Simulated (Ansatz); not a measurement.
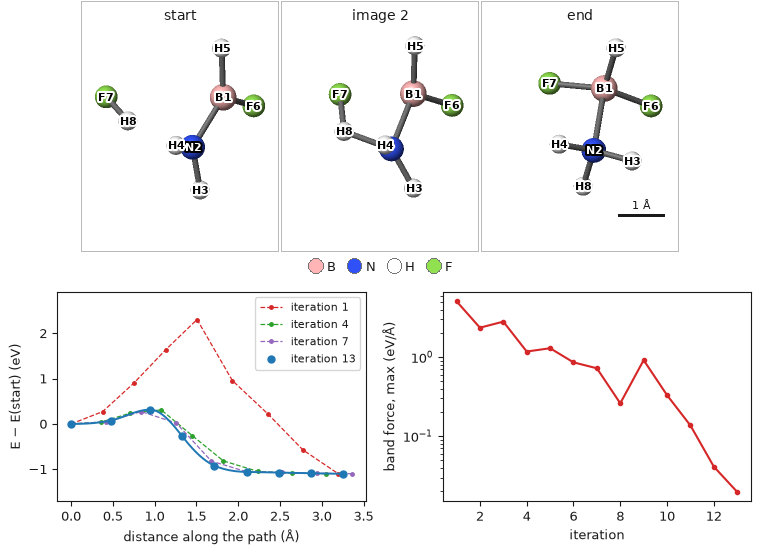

A search for the minimum-energy path of BNH4F2 by the nudged elastic band. Images are numbered from 0 (start) to 8 (end). The plot follows the band through its iterations. Style: ball-and-stick. Shown from a free direction.

Computed with RKS r2SCAN-D4/def2-SVP in Ansatz 0.2.0. Set-up: 7 movable images; climbing image; force threshold 0.03 eV/Å; iteration limit 60; starting path through a guess of the saddle point.

**Did the band converge, and can the barrier be trusted?**

The result is final at these settings. The band converged in 13 iterations. The largest component of the band force went from 5.1 to 0.02 eV/Å. The climbing image converged on the top of the path. Its vibrational analysis gives one imaginary mode (621i cm⁻¹), as a transition state must have. The first iteration put the highest image at 2.30 eV. Forward barrier 0.32 eV, backward barrier 1.41 eV, with image 2 at the top; the reaction energy is −1.10 eV.

The run took 110 s on 2 threads of Intel(R) Xeon(R) Platinum 8488C (Sapphire Rapids), with other jobs on the host, peak memory 0.17 GiB.
